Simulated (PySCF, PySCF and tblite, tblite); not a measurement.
# C₅H₁₀O₂: conformers and averaged spectra

Aim: find the conformers of C₅H₁₀O₂ (`CCC1OCCO1`), weigh them, and average their properties.

Programs: PySCF 2.14.0 with density-fitted response routines of our own, and tblite 0.8.0. All values are computed, except where a source is named. Atoms count from 0 throughout.

### Step 1. The molecule as given

17 atoms, charge 0, multiplicity 1; geometry from: MMFF94s geometry.

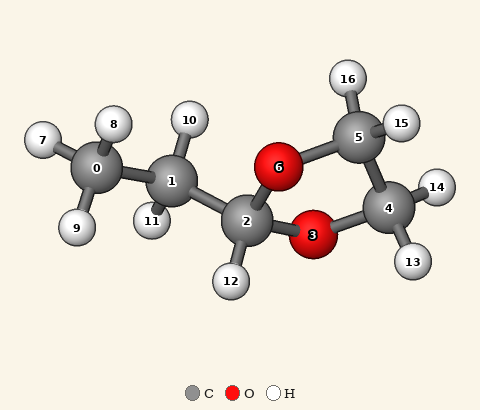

The starting geometry (carbon grey, oxygen red, hydrogen white), atoms numbered.

### Step 2. GFN2-xTB relaxation, conformer 1

What the job is given:

```
{"job": {"xc": "GFN2-xTB", "basis": "xTB", "kind": "relax"}, "charge": 0, "multiplicity": 1}
C      2.441500     0.235400    -0.037000
C      1.206900    -0.548800     0.393800
C      0.052600    -0.416000    -0.564200
O     -1.044300    -1.224500    -0.120400
C     -2.198600    -0.413300    -0.274000
C     -1.673800     0.973300    -0.035500
O     -0.383200     0.957700    -0.657000
H      3.260300     0.094400     0.676500
H      2.222500     1.307200    -0.079600
H      2.770200    -0.087200    -1.019800
H      0.903600    -0.209600     1.397300
H      1.471000    -1.615400     0.512800
H      0.326100    -0.743600    -1.561100
H     -2.548400    -0.530900    -1.313600
H     -2.991900    -0.697200     0.414400
H     -2.296700     1.762500    -0.448600
H     -1.524900     1.168000     1.039500
```

On the command line:

```sh
OMP_NUM_THREADS=1 python ens_run.py task.json out
```

The driver reads the study from task.json and runs its stages one after another.

Log:

```text
step      E/eV     max force
  0    -651.33200    1.295
  1    -651.39554    0.496
  2    -651.40844    0.277
  3    -651.41869    0.240
  4    -651.42588    0.251
  5    -651.43021    0.175
  6    -651.43340    0.149
  7    -651.43598    0.171
  8    -651.43784    0.144
  9    -651.43912    0.085
 10    -651.44017    0.085
 11    -651.44127    0.077
 12    -651.44250    0.086
 13    -651.44381    0.089
 14    -651.44499    0.084
 15    -651.44593    0.069
 16    -651.44671    0.062
 17    -651.44742    0.060
 18    -651.44803    0.061
 19    -651.44846    0.045
 20    -651.44870    0.041
 21    -651.44885    0.031
 22    -651.44885    0.031
 23    -651.44890    0.028
 24    -651.44901    0.025
 25    -651.44907    0.026
 26    -651.44929    0.034
 27    -651.44950    0.038
 28    -651.44974    0.041
 29    -651.44993    0.037
 30    -651.45010    0.032
 31    -651.45024    0.032
 32    -651.45033    0.030
 33    -651.45040    0.024
 34    -651.45046    0.017
 35    -651.45053    0.024
 36    -651.45060    0.024
 37    -651.45066    0.020
 38    -651.45072    0.018
 39    -651.45078    0.015
 40    -651.45083    0.014
 41    -651.45087    0.015
 42    -651.45091    0.015
 43    -651.45096    0.017
 44    -651.45101    0.017
 45    -651.45106    0.013
 46    -651.45109    0.013
 47    -651.45112    0.015
 48    -651.45115    0.014
 49    -651.45119    0.016
 50    -651.45122    0.013
 51    -651.45125    0.013
 52    -651.45128    0.013
 53    -651.45131    0.013
 54    -651.45133    0.011
 55    -651.45134    0.009
 56    -651.45136    0.009
 57    -651.45137    0.009
 58    -651.45139    0.009
 59    -651.45140    0.010
 60    -651.45143    0.013
 61    -651.45147    0.017
 62    -651.45153    0.024
 63    -651.45161    0.029
 64    -651.45171    0.028
 65    -651.45183    0.025
 66    -651.45198    0.032
 67    -651.45217    0.038
 68    -651.45237    0.035
 69    -651.45251    0.024
 70    -651.45260    0.020
 71    -651.45266    0.016
 72    -651.45271    0.014
 73    -651.45274    0.014
 74    -651.45275    0.009
 75    -651.45276    0.008
 76    -651.45278    0.007
 77    -651.45278    0.007
 78    -651.45279    0.007
 79    -651.45280    0.009
 80    -651.45281    0.008
 81    -651.45283    0.008
 82    -651.45284    0.010
 83    -651.45285    0.012
 84    -651.45287    0.014
 85    -651.45290    0.016
 86    -651.45292    0.019
 87    -651.45295    0.018
 88    -651.45300    0.019
 89    -651.45309    0.027
 90    -651.45321    0.032
 91    -651.45335    0.031
 92    -651.45350    0.032
 93    -651.45367    0.033
 94    -651.45386    0.034
 95    -651.45405    0.036
 96    -651.45414    0.032
 97    -651.45431    0.050
 98    -651.45443    0.033
 99    -651.45462    0.023
100    -651.45480    0.023
101    -651.45497    0.039
102    -651.45510    0.027
103    -651.45523    0.051
104    -651.45552    0.058
105    -651.45592    0.045
106    -651.45616    0.079
107    -651.45612    0.062
108    -651.45673    0.054
109    -651.45707    0.061
110    -651.45773    0.079
111    -651.45837    0.067
112    -651.44671    0.553
113    -651.45935    0.075
114    -651.45987    0.047
115    -651.46041    0.183
116    -651.46123    0.043
117    -651.46178    0.043
118    -651.46146    0.229
119    -651.46290    0.035
120    -651.46327    0.036
121    -651.46355    0.106
122    -651.46394    0.032
123    -651.46412    0.026
124    -651.46448    0.023
125    -651.46455    0.021
126    -651.46463    0.019
127    -651.46468    0.018
128    -651.46475    0.021
129    -651.46482    0.020
130    -651.46491    0.020
131    -651.46498    0.021
132    -651.46505    0.023
133    -651.46513    0.025
134    -651.46523    0.029
135    -651.46535    0.031
136    -651.46547    0.026
137    -651.46561    0.029
138    -651.46578    0.035
139    -651.46602    0.045
140    -651.46630    0.047
141    -651.46656    0.044
142    -651.46677    0.036
143    -651.46694    0.035
144    -651.46710    0.031
145    -651.46726    0.024
146    -651.46734    0.026
147    -651.46744    0.018
148    -651.46751    0.012
149    -651.46755    0.010
150    -651.46757    0.009
151    -651.46758    0.008
152    -651.46759    0.006
153    -651.46760    0.006
154    -651.46761    0.006
155    -651.46761    0.006
156    -651.46762    0.005
157    -651.46762    0.004
158    -651.46762    0.004
159    -651.46763    0.004
```

It took 0.78 s on 1 thread of Arm Neoverse V1, shared host.

Relaxing gained 0.136 eV and moved the atoms by 0.46 Å on average (rms).

**GFN2-xTB relaxation, conformer 2**

What the job is given:

```
{"job": {"xc": "GFN2-xTB", "basis": "xTB", "kind": "relax"}, "charge": 0, "multiplicity": 1}
C      1.731800     1.017100    -0.306000
C      1.597800    -0.445400     0.067800
C      0.168500    -0.926200     0.231700
O     -0.508000    -0.187700     1.259100
C     -1.843000    -0.063200     0.792000
C     -1.654400     0.090800    -0.702600
O     -0.563200    -0.783300    -1.006300
H      1.264700     1.221200    -1.271900
H      2.783200     1.300300    -0.374900
H      1.246800     1.664600     0.446000
H      2.131100    -0.605000     1.022200
H      2.098300    -1.051200    -0.691600
H      0.146700    -1.983400     0.509600
H     -2.385800    -0.978800     1.026500
H     -2.343100     0.802300     1.249900
H     -2.538000    -0.173200    -1.269600
H     -1.340500     1.113100    -0.956400
```

Log:

```text
step      E/eV     max force
  0    -651.32950    1.218
  1    -651.38397    0.533
  2    -651.39600    0.262
  3    -651.40392    0.229
  4    -651.41028    0.251
  5    -651.41445    0.188
  6    -651.41751    0.128
  7    -651.41982    0.147
  8    -651.42143    0.137
  9    -651.42246    0.093
 10    -651.42321    0.061
 11    -651.42396    0.065
 12    -651.42496    0.083
 13    -651.42624    0.085
 14    -651.42761    0.089
 15    -651.42881    0.078
 16    -651.42985    0.076
 17    -651.43078    0.068
 18    -651.43157    0.067
 19    -651.43213    0.055
 20    -651.43248    0.046
 21    -651.43272    0.030
 22    -651.43272    0.030
 23    -651.43283    0.029
 24    -651.43302    0.029
 25    -651.43311    0.030
 26    -651.43339    0.034
 27    -651.43358    0.028
 28    -651.43372    0.023
 29    -651.43381    0.021
 30    -651.43388    0.017
 31    -651.43393    0.019
 32    -651.43397    0.018
 33    -651.43401    0.018
 34    -651.43404    0.016
 35    -651.43408    0.014
 36    -651.43411    0.015
 37    -651.43415    0.020
 38    -651.43420    0.022
 39    -651.43427    0.016
 40    -651.43433    0.016
 41    -651.43438    0.017
 42    -651.43444    0.018
 43    -651.43451    0.023
 44    -651.43458    0.022
 45    -651.43464    0.018
 46    -651.43469    0.014
 47    -651.43473    0.014
 48    -651.43476    0.012
 49    -651.43479    0.013
 50    -651.43481    0.014
 51    -651.43483    0.015
 52    -651.43486    0.013
 53    -651.43489    0.014
 54    -651.43492    0.014
 55    -651.43494    0.013
 56    -651.43497    0.014
 57    -651.43500    0.016
 58    -651.43504    0.017
 59    -651.43508    0.017
 60    -651.43511    0.014
 61    -651.43515    0.016
 62    -651.43519    0.015
 63    -651.43522    0.015
 64    -651.43525    0.012
 65    -651.43527    0.010
 66    -651.43529    0.011
 67    -651.43531    0.011
 68    -651.43533    0.011
 69    -651.43535    0.013
 70    -651.43538    0.014
 71    -651.43541    0.014
 72    -651.43545    0.017
 73    -651.43550    0.018
 74    -651.43556    0.022
 75    -651.43564    0.022
 76    -651.43572    0.016
 77    -651.43579    0.015
 78    -651.43583    0.013
 79    -651.43588    0.014
 80    -651.43591    0.011
 81    -651.43593    0.011
 82    -651.43595    0.011
 83    -651.43597    0.012
 84    -651.43599    0.012
 85    -651.43601    0.012
 86    -651.43603    0.010
 87    -651.43606    0.013
 88    -651.43610    0.017
 89    -651.43615    0.016
 90    -651.43619    0.017
 91    -651.43626    0.018
 92    -651.43634    0.026
 93    -651.43645    0.029
 94    -651.43635    0.076
 95    -651.43662    0.018
 96    -651.43668    0.017
 97    -651.43677    0.029
 98    -651.43682    0.014
 99    -651.43684    0.010
100    -651.43687    0.007
101    -651.43687    0.006
102    -651.43689    0.008
103    -651.43689    0.007
104    -651.43690    0.007
105    -651.43690    0.007
106    -651.43692    0.009
107    -651.43693    0.009
108    -651.43694    0.010
109    -651.43696    0.014
110    -651.43699    0.012
111    -651.43697    0.041
112    -651.43704    0.010
113    -651.43706    0.009
114    -651.43709    0.022
115    -651.43711    0.009
116    -651.43712    0.008
117    -651.43716    0.023
118    -651.43718    0.007
119    -651.43719    0.007
120    -651.43720    0.022
121    -651.43722    0.006
122    -651.43723    0.005
123    -651.43724    0.008
124    -651.43725    0.007
125    -651.43727    0.009
126    -651.43728    0.009
127    -651.43729    0.007
128    -651.43729    0.008
129    -651.43730    0.007
130    -651.43731    0.008
131    -651.43732    0.010
132    -651.43735    0.014
133    -651.43738    0.012
134    -651.43741    0.013
135    -651.43743    0.018
136    -651.43746    0.018
137    -651.43749    0.015
138    -651.43754    0.016
139    -651.43761    0.015
140    -651.43765    0.015
141    -651.43772    0.018
142    -651.43777    0.014
143    -651.43782    0.020
144    -651.43783    0.026
145    -651.43788    0.015
146    -651.43791    0.015
147    -651.43796    0.018
148    -651.43799    0.018
149    -651.43800    0.012
150    -651.43801    0.006
151    -651.43802    0.005
152    -651.43803    0.005
153    -651.43803    0.007
154    -651.43803    0.007
155    -651.43804    0.008
156    -651.43804    0.010
157    -651.43805    0.007
158    -651.43806    0.008
159    -651.43806    0.005
160    -651.43807    0.006
161    -651.43807    0.007
162    -651.43808    0.005
```

It took 0.75 s on 1 thread of Arm Neoverse V1, shared host.

Relaxing gained 0.109 eV and moved the atoms by 0.40 Å on average (rms).

### Step 3. Shieldings, conformer 1: B97-2/pcSseg-1 in cyclohexane

What the job is given:

```
{"job": {"xc": "B97-2", "basis": "pcSseg-1", "solvent": "cyclohexane", "kind": "nmr", "pop": true}, "charge": 0, "multiplicity": 1}
C      2.323994     0.205337     0.157283
C      1.038665    -0.595147     0.312428
C      0.088440    -0.346957    -0.869296
O     -1.056428    -1.162431    -0.811106
C     -2.034503    -0.449135    -0.083988
C     -1.566740     1.021397    -0.150919
O     -0.379822     0.977909    -0.913843
H      2.961947     0.071302     1.027245
H      2.092107     1.262090     0.049554
H      2.868396    -0.117465    -0.727025
H      0.532836    -0.313722     1.237994
H      1.249829    -1.664850     0.349084
H      0.606908    -0.554267    -1.814055
H     -2.998062    -0.611425    -0.570828
H     -2.086953    -0.808004     0.951362
H     -2.274792     1.670147    -0.670144
H     -1.372820     1.427252     0.849885
```

Log:

```text
coarse grid: 13808 points
cycle   1  E = -346.6487256819  dE =  9.095e-01  |g| = 7.745e-01  |ddm| = 3.511e+00
cycle   2  E = -346.5540848681  dE =  9.464e-02  |g| = 1.070e+00  |ddm| = 1.310e+00
cycle   3  E = -346.7580463535  dE = -2.040e-01  |g| = 8.519e-02  |ddm| = 8.298e-01
cycle   4  E = -346.7592971839  dE = -1.251e-03  |g| = 3.365e-02  |ddm| = 7.598e-02
cycle   5  E = -346.7595614622  dE = -2.643e-04  |g| = 5.766e-03  |ddm| = 2.934e-02
cycle   6  E = -346.7595684494  dE = -6.987e-06  |g| = 1.137e-03  |ddm| = 4.729e-03
final grid: 132176 points
cycle   7  E = -346.8213418687  dE = -7.089e-05  |g| = 8.096e-03  |ddm| = 2.966e-02
cycle   8  E = -346.8213284633  dE =  1.341e-05  |g| = 1.197e-02  |ddm| = 1.296e-02
cycle   9  E = -346.8213526523  dE = -2.419e-05  |g| = 3.749e-04  |ddm| = 7.985e-03
cycle  10  E = -346.8213526697  dE = -1.742e-08  |g| = 2.420e-04  |ddm| = 4.612e-04
cycle  11  E = -346.8213526815  dE = -1.186e-08  |g| = 5.195e-05  |ddm| = 2.240e-04
cycle  12  E = -346.8213526820  dE = -4.338e-10  |g| = 1.871e-05  |ddm| = 4.508e-05
converged SCF energy = -346.8213526820

GIAO shielding tensors (ppm)
atom      isotropic    diamagn.    paramagn.     s11        s22        s33       span
  0 C      174.331     247.149     -72.819    166.853    169.754    186.385     19.531
  1 C      157.977     249.759     -91.782    136.954    166.147    170.831     33.877
  2 C       73.944     247.040    -173.096     43.087     82.793     95.953     52.866
  3 O      250.399     399.244    -148.846    153.505    259.643    338.048    184.543
  4 C      120.047     247.223    -127.176     83.451    107.744    168.948     85.497
  5 C      120.622     246.679    -126.057     83.052    108.858    169.957     86.905
  6 O      262.711     399.132    -136.421    173.202    279.153    335.779    162.577
  7 H       30.782      28.436       2.346     26.256     27.962     38.130     11.874
  8 H       30.764      30.581       0.184     25.627     30.685     35.982     10.355
  9 H       30.965      29.427       1.538     26.860     28.645     37.389     10.529
 10 H       30.278      33.015      -2.737     25.434     31.991     33.410      7.977
 11 H       30.639      31.644      -1.004     25.294     30.436     36.188     10.895
 12 H       26.359      31.401      -5.041     23.493     25.340     30.246      6.753
 13 H       27.626      28.317      -0.691     23.424     25.380     34.075     10.651
 14 H       27.710      30.370      -2.661     24.314     25.287     33.528      9.214
 15 H       27.613      28.612      -1.000     23.333     25.404     34.100     10.767
 16 H       27.721      30.769      -3.048     24.021     25.612     33.528      9.507
```

Run time: 26 s. Hardware: 1 thread of Arm Neoverse V1, shared host; peak memory 0.96 GiB.

In short: HOMO -7.08 eV, LUMO 1.45 eV; dipole 1.73 D.

The fields below are evaluated on a grid from the run's orbitals.

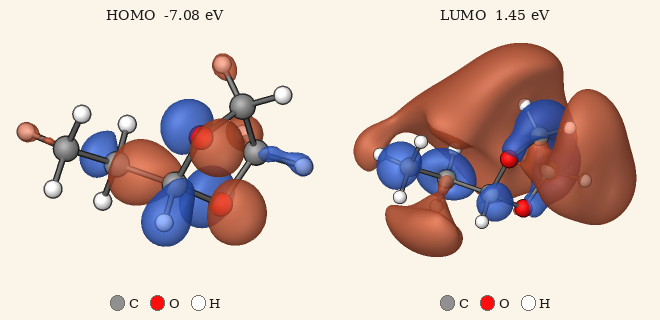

B97-2/pcSseg-1 orbitals near the gap, drawn at the value that encloses 70 % of each; the two colours are the two signs.

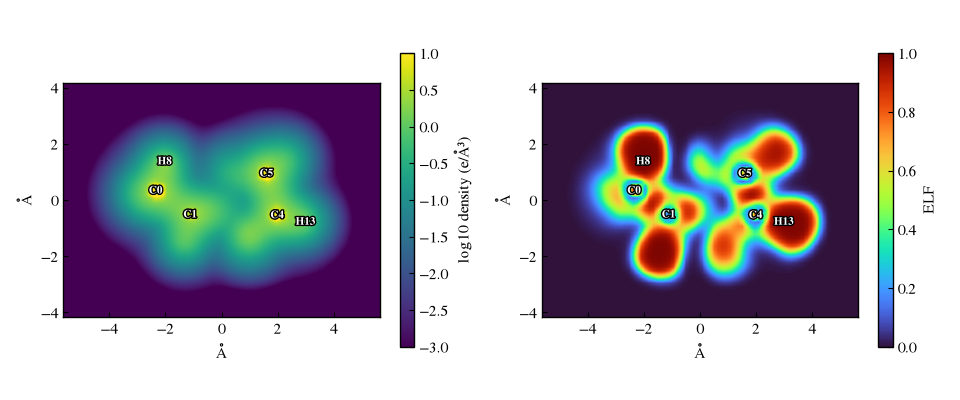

Density (left) and ELF (right) in a plane through or near 6 of the atoms.

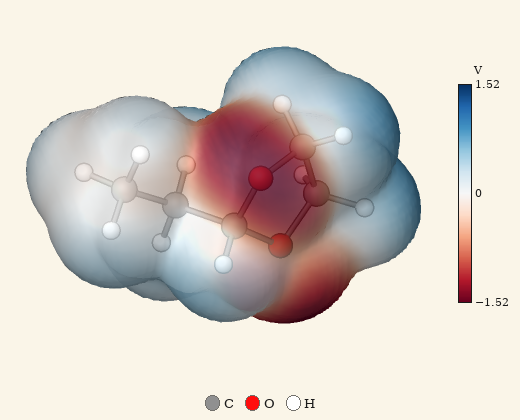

Electrostatic potential on the surface of density 0.002 e/bohr³; red is low, blue high. It runs, from the 1st to the 99th percentile, from -1.52 V near O3 to 1.05 V near H14.

### Step 4. Single-point energy, conformer 1: B3LYP/def2-SVP in cyclohexane

Changed since step 3:

```diff
@@ -1,2 +1,2 @@
-{"job": {"xc": "B97-2", "basis": "pcSseg-1", "solvent": "cyclohexane", "kind": "nmr", "pop": true}, "charge": 0, "multiplicity": 1}
+{"job": {"xc": "B3LYP", "basis": "def2-SVP", "solvent": "cyclohexane", "kind": "sp"}, "charge": 0, "multiplicity": 1}
 C      2.323994     0.205337     0.157283
```

Log:

```text
coarse grid: 13808 points
cycle   1  E = -346.5237365631  dE =  8.704e-01  |g| = 7.995e-01  |ddm| = 4.153e+00
cycle   2  E = -346.4038809191  dE =  1.199e-01  |g| = 1.139e+00  |ddm| = 1.835e+00
cycle   3  E = -346.6456047604  dE = -2.417e-01  |g| = 9.158e-02  |ddm| = 1.159e+00
cycle   4  E = -346.6470972102  dE = -1.492e-03  |g| = 3.753e-02  |ddm| = 1.035e-01
cycle   5  E = -346.6474405351  dE = -3.433e-04  |g| = 6.276e-03  |ddm| = 3.997e-02
cycle   6  E = -346.6474490307  dE = -8.496e-06  |g| = 1.447e-03  |ddm| = 6.681e-03
final grid: 132176 points
cycle   7  E = -346.7244653969  dE = -4.749e-05  |g| = 6.865e-03  |ddm| = 3.003e-02
cycle   8  E = -346.7244555338  dE =  9.863e-06  |g| = 9.905e-03  |ddm| = 1.346e-02
cycle   9  E = -346.7244757000  dE = -2.017e-05  |g| = 7.945e-04  |ddm| = 8.089e-03
cycle  10  E = -346.7244758298  dE = -1.298e-07  |g| = 1.839e-04  |ddm| = 9.482e-04
cycle  11  E = -346.7244758369  dE = -7.090e-09  |g| = 4.790e-05  |ddm| = 2.040e-04
cycle  12  E = -346.7244758373  dE = -3.546e-10  |g| = 2.597e-05  |ddm| = 7.288e-05
converged SCF energy = -346.7244758373
```

Wall time 7.9 s (1 thread of Arm Neoverse V1, shared host); peak memory 0.61 GiB.

In short: HOMO -6.96 eV, LUMO 1.42 eV; dipole 1.62 D.

### Step 5. Shieldings, conformer 2: B97-2/pcSseg-1 in cyclohexane

What the job is given:

```
{"job": {"xc": "B97-2", "basis": "pcSseg-1", "solvent": "cyclohexane", "kind": "nmr", "pop": false}, "charge": 0, "multiplicity": 1}
C      1.921257     1.025991    -0.136947
C      1.649745    -0.463103     0.032542
C      0.155311    -0.759895     0.084474
O     -0.463403    -0.075337     1.144440
C     -1.822403     0.056089     0.796278
C     -1.838646    -0.089879    -0.743201
O     -0.491907    -0.326685    -1.086623
H      1.470054     1.380195    -1.059859
H      2.991680     1.210842    -0.172308
H      1.494077     1.575941     0.697243
H      2.090358    -0.827389     0.961033
H      2.068930    -1.024222    -0.803115
H     -0.010480    -1.854307     0.209324
H     -2.419405    -0.732590     1.272840
H     -2.168425     1.032243     1.139771
H     -2.468635    -0.932894    -1.054792
H     -2.165106     0.817030    -1.255690
```

Log:

```text
coarse grid: 13808 points
cycle   1  E = -346.6495375784  dE =  9.211e-01  |g| = 7.796e-01  |ddm| = 3.505e+00
cycle   2  E = -346.5410188963  dE =  1.085e-01  |g| = 1.104e+00  |ddm| = 1.400e+00
cycle   3  E = -346.7611031615  dE = -2.201e-01  |g| = 7.825e-02  |ddm| = 9.069e-01
cycle   4  E = -346.7621227726  dE = -1.020e-03  |g| = 3.127e-02  |ddm| = 6.843e-02
cycle   5  E = -346.7623475095  dE = -2.247e-04  |g| = 6.190e-03  |ddm| = 2.745e-02
cycle   6  E = -346.7623559263  dE = -8.417e-06  |g| = 6.558e-04  |ddm| = 4.874e-03
final grid: 132176 points
cycle   7  E = -346.8236872619  dE = -6.512e-05  |g| = 7.948e-03  |ddm| = 2.909e-02
cycle   8  E = -346.8236749295  dE =  1.233e-05  |g| = 1.162e-02  |ddm| = 1.334e-02
cycle   9  E = -346.8236975616  dE = -2.263e-05  |g| = 3.672e-04  |ddm| = 8.054e-03
cycle  10  E = -346.8236975813  dE = -1.971e-08  |g| = 2.081e-04  |ddm| = 4.028e-04
cycle  11  E = -346.8236975913  dE = -1.004e-08  |g| = 3.236e-05  |ddm| = 1.785e-04
cycle  12  E = -346.8236975916  dE = -2.187e-10  |g| = 1.040e-05  |ddm| = 3.116e-05
converged SCF energy = -346.8236975916

GIAO shielding tensors (ppm)
atom      isotropic    diamagn.    paramagn.     s11        s22        s33       span
  0 C      179.565     247.089     -67.524    173.815    178.476    186.403     12.588
  1 C      156.692     249.034     -92.342    145.122    154.187    170.765     25.643
  2 C       78.602     244.603    -166.001     41.840     87.922    106.044     64.205
  3 O      247.395     401.267    -153.873    153.735    256.143    332.306    178.571
  4 C      118.356     245.866    -127.510     80.271    105.822    168.975     88.703
  5 C      118.409     245.709    -127.299     80.723    105.751    168.754     88.031
  6 O      249.002     401.312    -152.310    153.405    258.106    335.493    182.088
  7 H       30.664      31.032      -0.368     25.298     30.562     36.131     10.833
  8 H       31.138      28.124       3.015     26.584     28.185     38.647     12.063
  9 H       30.671      31.031      -0.360     25.303     30.568     36.144     10.841
 10 H       30.023      30.602      -0.578     25.913     28.202     35.955     10.042
 11 H       30.022      30.594      -0.572     25.905     28.202     35.960     10.055
 12 H       26.642      31.099      -4.458     23.968     24.119     31.838      7.870
 13 H       27.725      28.983      -1.258     23.249     25.686     34.239     10.990
 14 H       27.569      29.475      -1.906     23.759     25.280     33.669      9.910
 15 H       27.719      28.913      -1.194     23.353     25.616     34.187     10.835
 16 H       27.588      29.549      -1.961     23.686     25.322     33.755     10.069
```

Wall time 18 s (1 thread of Arm Neoverse V1, shared host); peak memory 0.89 GiB.

Key values: HOMO -7.22 eV, LUMO 1.53 eV; dipole 1.51 D.

### Step 6. Single-point energy, conformer 2: B3LYP/def2-SVP in cyclohexane

Changed since step 5:

```diff
@@ -1,2 +1,2 @@
-{"job": {"xc": "B97-2", "basis": "pcSseg-1", "solvent": "cyclohexane", "kind": "nmr", "pop": false}, "charge": 0, "multiplicity": 1}
+{"job": {"xc": "B3LYP", "basis": "def2-SVP", "solvent": "cyclohexane", "kind": "sp"}, "charge": 0, "multiplicity": 1}
 C      1.921257     1.025991    -0.136947
```

Log:

```text
coarse grid: 13808 points
cycle   1  E = -346.5262262463  dE =  8.815e-01  |g| = 8.021e-01  |ddm| = 4.162e+00
cycle   2  E = -346.3903822610  dE =  1.358e-01  |g| = 1.173e+00  |ddm| = 1.954e+00
cycle   3  E = -346.6498343113  dE = -2.595e-01  |g| = 8.461e-02  |ddm| = 1.240e+00
cycle   4  E = -346.6510674174  dE = -1.233e-03  |g| = 3.547e-02  |ddm| = 9.503e-02
cycle   5  E = -346.6513722626  dE = -3.048e-04  |g| = 6.625e-03  |ddm| = 3.831e-02
cycle   6  E = -346.6513822210  dE = -9.958e-06  |g| = 8.215e-04  |ddm| = 7.116e-03
final grid: 132176 points
cycle   7  E = -346.7278952788  dE = -4.435e-05  |g| = 6.386e-03  |ddm| = 2.859e-02
cycle   8  E = -346.7278879681  dE =  7.311e-06  |g| = 8.851e-03  |ddm| = 1.280e-02
cycle   9  E = -346.7279043749  dE = -1.641e-05  |g| = 7.352e-04  |ddm| = 7.722e-03
cycle  10  E = -346.7279044853  dE = -1.104e-07  |g| = 1.572e-04  |ddm| = 8.756e-04
cycle  11  E = -346.7279044905  dE = -5.175e-09  |g| = 2.839e-05  |ddm| = 1.578e-04
cycle  12  E = -346.7279044906  dE = -1.609e-10  |g| = 1.266e-05  |ddm| = 4.150e-05
converged SCF energy = -346.7279044906
```

Wall time 7.8 s (1 thread of Arm Neoverse V1, shared host); peak memory 0.62 GiB.

In short: HOMO -7.11 eV, LUMO 1.54 eV; dipole 1.43 D.

[end of part 1 of 2]
